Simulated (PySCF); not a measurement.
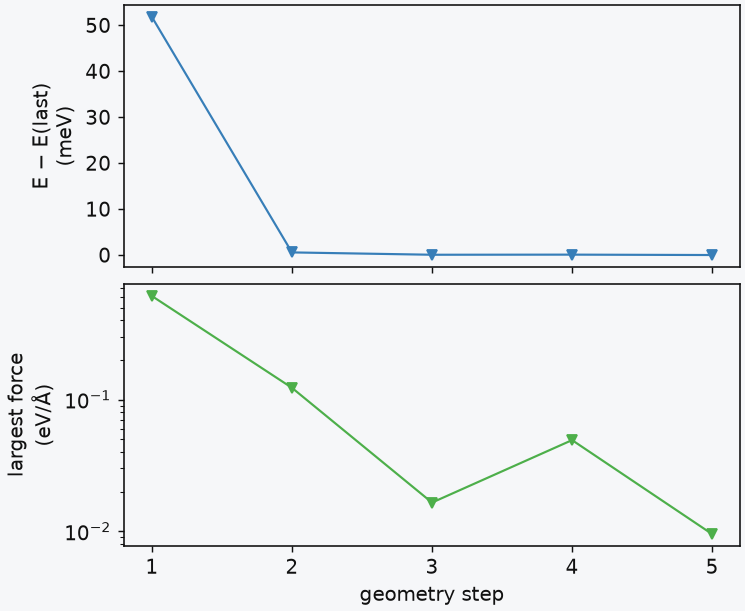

History of a geometry optimisation.

Ethylbenzene (SMILES CCc1ccccc1); PySCF 2.14.0, density fitting, PBE0-D3(BJ)/def2-SVP, geometry optimisation.

How did the optimisation end?

Answer. The optimisation met its thresholds at geometry 5, counting the start as the first. The energy fell by about 52 meV from the first step to the last. The largest force goes from about 0.61 eV/Å at the start to 0.01 eV/Å at the end.
